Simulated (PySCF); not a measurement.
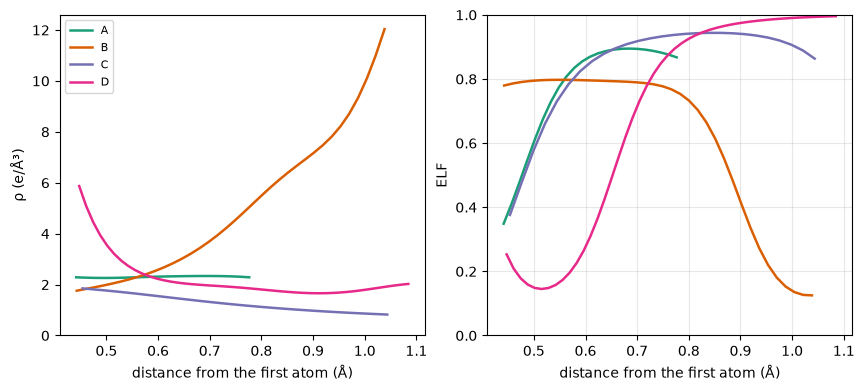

Figure. C₆H₉FSi (charge +1, doublet). Total electron density and electron localisation function along straight lines between neighbouring atoms. The curves leave out the atomic cores.

Geometry: GFN2-xTB.

The calculation used UKS B3LYP, pcH-1 on C F H Si, non-relativistic, mean-field spin-orbit, GIAO (PySCF 2.14.0, density-fitted response routines).

Input

```
{"job": {"kind": "epr", "basis": "pcH-1"}, "charge": 1, "multiplicity": 2}
C      3.615674    -0.501391     1.022788
C      2.370590    -0.080727     0.484772
C      1.294871     0.273403     0.036442
Si    -0.290089     0.828155    -0.652251
C     -1.630160    -0.642103    -0.767013
C     -2.458011    -0.284003     0.456656
F     -2.250122    -1.168793     1.470708
C     -1.726847     1.026285     0.708948
H      4.205826     0.369306     1.313659
H      3.457917    -1.138872     1.892943
H      4.175759    -1.058132     0.269350
H     -0.325023     1.798619    -1.734010
H     -2.177719    -0.563022    -1.699601
H     -1.124211    -1.596432    -0.654808
H     -3.537273    -0.213368     0.305734
H     -2.325168     1.902769     0.485563
H     -1.283014     1.060335     1.699673
```

Launched as:

```sh
OMP_NUM_THREADS=1 python probes_run.py task.json out
```

Which curve belongs to which contact (C–C, C–F, C–H and C–Si)? The first atom named is at distance zero.

Answer. Curve A: C–C (1.22 Å): ρ at the midpoint is about 2.3 e/Å³; the ELF peaks at about 0.90 between the atoms; a short, multiple covalent bond. Curve B: C–F (1.36 Å): the density is about 3.4 e/Å³ at the midpoint; the ELF peaks at about 0.80 between the atoms: a shared but strongly polarised pair. Curve C: C–Si (1.81 Å): ρ at the midpoint is about 0.96 e/Å³; the ELF peaks at about 0.95 between the atoms, as expected for a covalent bond. Curve D: C–H (1.08 Å): ρ is about 2.7 e/Å³ halfway; the ELF climbs to about 1 towards the hydrogen, as it does in any bond to H.
